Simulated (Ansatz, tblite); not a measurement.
# SiCl(vinyl)3 (C₆H₉ClSi): rung by rung, part 2 of 2

How do method and basis change the picture of SiCl(vinyl)3 (C₆H₉ClSi) (singlet)?

Ansatz 0.2.0, Gaussian basis; as each input shows.

**15. RPA/def2-TZVP**

The input, in.yaml:

```yaml
crystal:
  periodic: [false, false, false]
  atoms:
    - {symbol: Si, position_ang: [-0.001190, 0.001439, 0.049791]}
    - {symbol: Cl, position_ang: [0.023831, 0.010539, 2.149534]}
    - {symbol: C, position_ang: [1.747794, -0.282921, -0.565211]}
    - {symbol: C, position_ang: [2.822501, -0.480093, 0.222866]}
    - {symbol: H, position_ang: [1.895321, -0.287317, -1.663336]}
    - {symbol: H, position_ang: [2.733932, -0.484857, 1.323052]}
    - {symbol: H, position_ang: [3.831762, -0.643909, -0.193720]}
    - {symbol: C, position_ang: [-0.642125, 1.660388, -0.545780]}
    - {symbol: C, position_ang: [-0.990936, 2.687345, 0.253357]}
    - {symbol: H, position_ang: [-0.735930, 1.793984, -1.641683]}
    - {symbol: H, position_ang: [-0.918342, 2.609651, 1.351976]}
    - {symbol: H, position_ang: [-1.362114, 3.644809, -0.152219]}
    - {symbol: C, position_ang: [-1.129697, -1.381341, -0.526511]}
    - {symbol: C, position_ang: [-1.818938, -2.206629, 0.285149]}
    - {symbol: H, position_ang: [-1.228107, -1.520566, -1.621317]}
    - {symbol: H, position_ang: [-1.757813, -2.114132, 1.383316]}
    - {symbol: H, position_ang: [-2.469960, -3.006391, -0.109252]}
basis:
  gaussian: {orbitals: def2-TZVP, initial_orbitals: start.molden}
hamiltonian: {xc: pbe}
correlation: {method: rpa}
scf: {omitted_lower_state_checks: [starts]}
```

On the command line:

```bash
> ansatz run in.yaml --threads 4 --pin off --events-out ev --progress --plain --max-ram 8704MiB
```

Log:

```text
Functional definition: PBE
  name "PBE"
  cite "Perdew, Burke & Ernzerhof, Phys. Rev. Lett. 77, 3865 (1996) doi:10.1103/PhysRevLett.77.3865"
  parent pbe
  parameter kappa = 0.804
  parameter beta = 0.06672455060314922
  exchange = pbe_x(kappa = kappa, mu = beta*pi^2/3)
  correlation = pbe_c(beta = beta)
these checks for a lower state are left out or cut short: starts
2065 factors; integrals over basis functions are off by at most 1.4e-3 eV
mean field evaluation 1: about -26753.8710 eV, gradient 1.4e1 eV
mean field evaluation 2: about -26754.0330 eV, gradient 2.0e-1 eV
mean field evaluation 4: about -26754.0178 eV, gradient 4.1e-4 eV
mean field evaluation 8: about -26754.0178 eV, gradient 2.1e-6 eV
mean field -26754.01781979 eV, -983.1920203527 hartree, gradient 2.1e-6 eV, S^2 0.000000; 0 other end points of the search recorded, 0 dependent functions left out
16 core orbitals not correlated: weight in the atoms' cores, before any rotation towards them, 1.000 or more for the frozen orbitals, at most 0.000 for the correlated occupied ones
reference -26691.86757182 eV, -980.9080408667 hartree; 22, 22 occupied and 276, 276 virtual orbitals, 2065 factors
Total energy: -26748.03245389 eV, -982.9720622131 hartree
Checks for a lower state left out: starts
```

Wall time 7.5 s (4 threads of Intel Xeon 6975P-C, shared host); peak memory 1.1 GiB.

**16. Levels side by side**

```tsv
level	functions	HOMO (eV)	LUMO (eV)	gap (eV)	time
HF/6-31G	98	-10.02	3.35	13.37	0.65 s
LDA/def2-TZVP	314	-6.84	-2.06	4.78	2 s
PBE-D4/def2-SVP	165	-6.54	-1.62	4.92	1.3 s
PBE-D4/def2-TZVP	314	-6.64	-1.82	4.82	2.6 s
r2SCAN-D4/def2-TZVP	314	-6.84	-1.64	5.20	4.2 s
r2SCANh-D4/def2-TZVP	314	-7.25	-1.28	5.96	5.5 s
B3LYP-D4/6-31G	98	-7.36	-0.59	6.77	1.2 s
PBE0-D4/def2-SVP	165	-7.67	-0.66	7.01	1.9 s
PBE0-D4/def2-TZVP	314	-7.72	-0.84	6.87	7 s
CAM-B3LYP-D4/def2-TZVP	314	-9.02	0.30	9.32	4.9 s
```

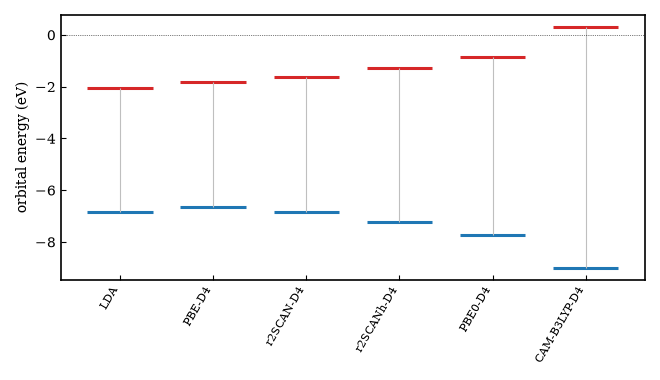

Highest filled (blue) and lowest empty (red) level in def2-TZVP.

Energy pieces by basis (eV):

```tsv
basis	HF	MP2 correlation	CCSD correlation	(T)	total
def2-SVP	-26680.1659	-27.7028	-30.0248	-1.1103	-26711.3010
def2-TZVP	-26694.1385	-33.8282			-26727.9667 (MP2)
```

**17. Binding energy**

Free atoms were run apart at each level; binding is atoms less cluster, divided by the number of atoms, without zero-point or spin-orbit terms.

Differences are taken before rounding.

```tsv
method	binding an atom (eV)	from CCSD(T)/def2-SVP (eV)	time
HF/6-31G	2.992	-1.130	0.65 s
HF/def2-SVP	3.266	-0.855	
HF/def2-TZVP	3.219	-0.903	
LDA/def2-TZVP	4.894	+0.773	2 s
PBE-D4/def2-SVP	4.444	+0.322	1.3 s
PBE-D4/def2-TZVP	4.413	+0.292	2.6 s
r2SCAN-D4/def2-TZVP	4.323	+0.201	4.2 s
r2SCANh-D4/def2-TZVP	4.298	+0.177	5.5 s
B3LYP-D4/6-31G	4.157	+0.036	1.2 s
PBE0-D4/def2-SVP	4.375	+0.254	1.9 s
PBE0-D4/def2-TZVP	4.342	+0.220	7 s
CAM-B3LYP-D4/def2-TZVP	4.311	+0.190	4.9 s
MP2/def2-SVP	4.171	+0.050	
MP2/def2-TZVP	4.237	+0.116	6.5 s
CCSD/def2-SVP	4.069	-0.052	
CCSD(T)/def2-SVP	4.121	0	16 s
```

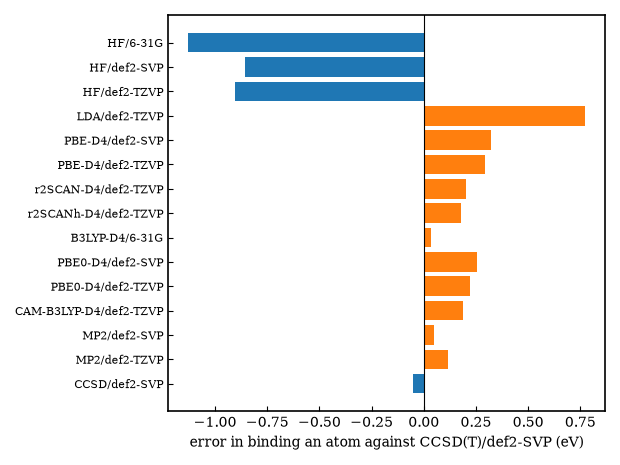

Deviations from CCSD(T)/def2-SVP, method by method.

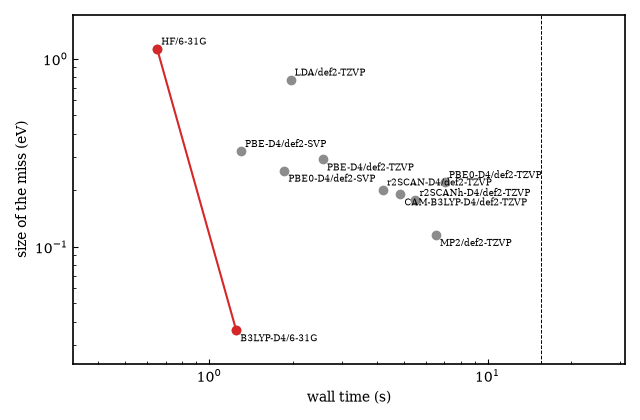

Miss against cost. Red marks the levels that no quicker level drawn beats (of those quicker than the yardstick), and the dashed line is the time of CCSD(T)/def2-SVP. Times are from a shared host.

**18. Summary of results**

What follows sums up all 2 parts.

| quantity | value |
| --- | --- |
| gap in def2-TZVP, named functionals, smallest and largest | 4.78 eV (LDA), 9.32 eV (CAM-B3LYP-D4) |
| correlation energy, CCSD(T)/def2-SVP | -31.14 eV |
| correlation energy, MP2/def2-TZVP | -33.83 eV |
| binding an atom, CCSD(T)/def2-SVP | 4.121 eV |
| PBE0 total energy, smallest basis above largest | 13.88 eV (def2-SVP, def2-TZVP) |

Orbital gaps of the named functionals in def2-TZVP span 4.78 eV (LDA) to 9.32 eV (CAM-B3LYP-D4); exact exchange widens it. A small miss in a minimal or small basis is a cancelling of errors, not accuracy. The functionals in def2-TZVP miss CCSD(T)/def2-SVP by +0.177 (r2SCANh-D4) to +0.773 eV (LDA) an atom. The yardstick is in a double-zeta basis, so levels in larger sets aren't compared like for like. CCSD(T)/def2-SVP isn't at the basis-set limit; small misses against it rank nothing.

For cost: B3LYP-D4/6-31G gets within 0.036 eV in 1.2 s, where CCSD(T)/def2-SVP took 16 s; the quickest level in the cost chart, HF/6-31G, takes 0.65 s and misses by 1.130 eV. The slowest run with a step of its own, CCSD(T)/def2-SVP, took 16 s; the quickest functional in def2-TZVP took 2 s (shared host).
